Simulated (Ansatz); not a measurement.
## Electronic structure of Ga₂S₃ (quintet) in real space

The calculation's input:

```
crystal:
  periodic: [false, false, false]
  atoms:
    - {symbol: Ga, position_ang: [-0.418996, -0.685433, -0.857680]}
    - {symbol: Ga, position_ang: [1.003348, 2.035968, -0.086706]}
    - {symbol: S, position_ang: [-1.089775, 1.288746, 0.469227]}
    - {symbol: S, position_ang: [1.734353, -0.114778, 0.213620]}
    - {symbol: S, position_ang: [-1.228930, -2.524502, 0.261550]}
basis:
  gaussian: {orbitals: def2-TZVP, initial_orbitals: start.molden}
magnetization: {spin_polarized: true, initial_magnetization: 4}
hamiltonian: {xc: pbe0, dispersion: d4}
scf: {omitted_lower_state_checks: [starts]}
output: {orbitals: {seedname: orbitals}}
```

Command:

```sh
ansatz run in.yaml --threads 4 --pin off --events-out ev --progress --plain --max-ram 8704MiB
```

Geometry: B3LYP-D4/def2-SVP.

Computed with Ansatz 0.2.0, UKS PBE0-D4/def2-TZVP.

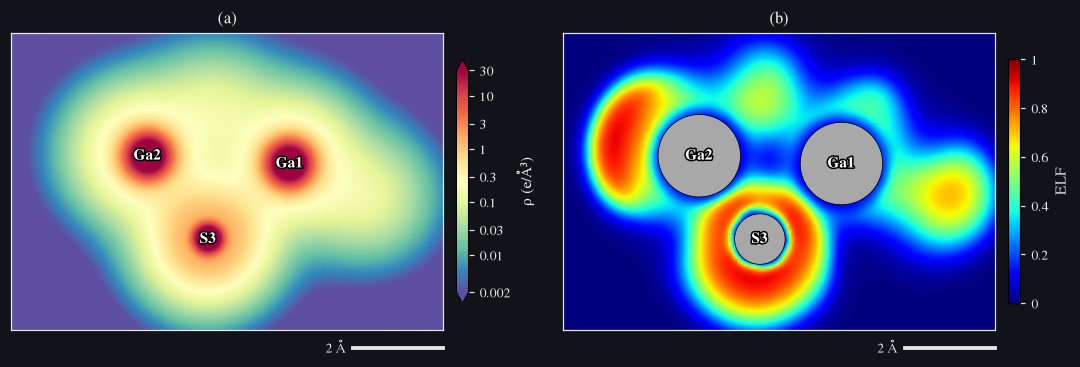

Figure 1. (a) electron density; (b) electron localisation function on the plane of atoms Ga1, S3 and Ga2. Grey discs cover the atomic cores in the ELF map.

Q: What does the map show?

A: The plane passes through Ga and S nuclei. Ga–S (2.29 Å): the density is about 0.58 e/Å³ at the midpoint; the ELF peaks at about 0.85 in the valence shell of S, 0.9 Å from its nucleus, and is about 0.65 at the midpoint. Ga–S (2.47 Å): ρ at the midpoint is about 0.43 e/Å³; the ELF peaks at about 0.85 in the valence shell of S, 0.9 Å from its nucleus, and is about 0.60 at the midpoint. The ELF also peaks beside S3, away from the bonds: non-bonding electrons, paired or unpaired.

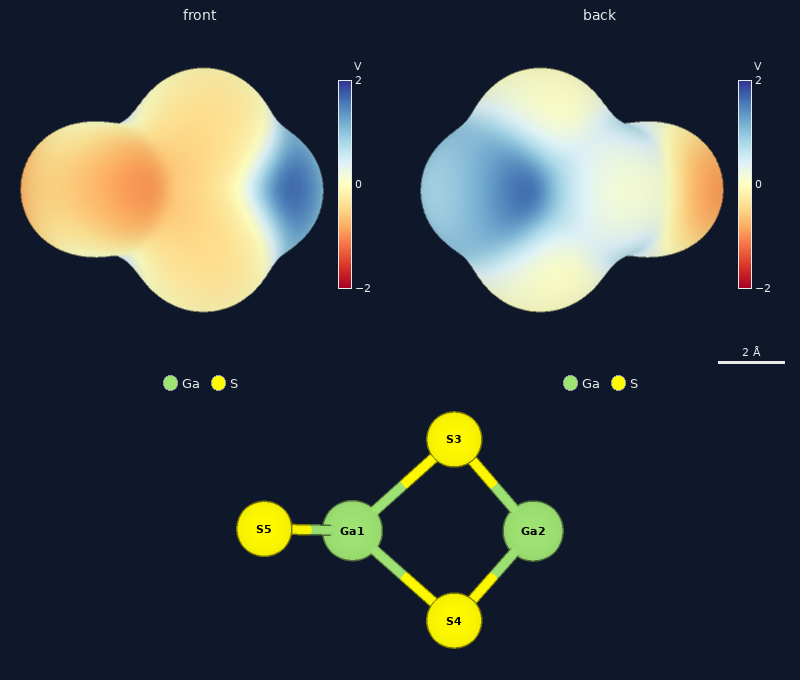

Figure 2. The electrostatic potential painted on the density surface at 0.001 e/bohr³, seen from the front and from behind; the colour scale runs from red (negative) to blue (positive). The bare structure is drawn below in the same view.

Q: Which sites attract a positive test charge, and which a negative one?

A: A positive charge is drawn to the negative regions and a negative charge to the positive ones. The most negative region (about −0.9 V, or −21 kcal/mol for a unit charge) lies over S5, the most positive (about +1.6 V, or +37 kcal/mol for a unit charge) over Ga2.

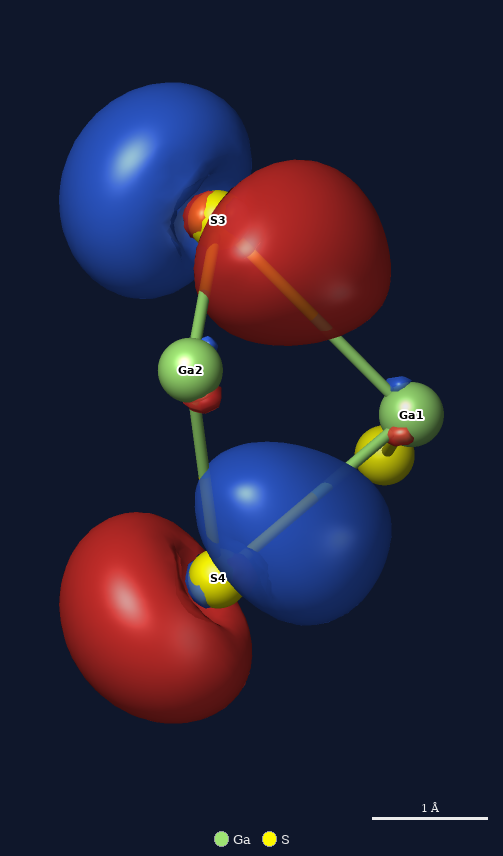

Figure 3. The HOMO−1 (β) at ±0.15 Å⁻³ᐟ² (red and blue are the two phases), seen at an oblique angle.

Q: Where does this orbital lie, and at what energy?

A: Its weight (Hirshfeld) is mainly on S4 (about 40 %), S3 (about 40 %), Ga1 (about 10 %) and Ga2 (about 10 %); largely a combination of lone pairs on S4 and S3. Its energy is −7.89 eV.
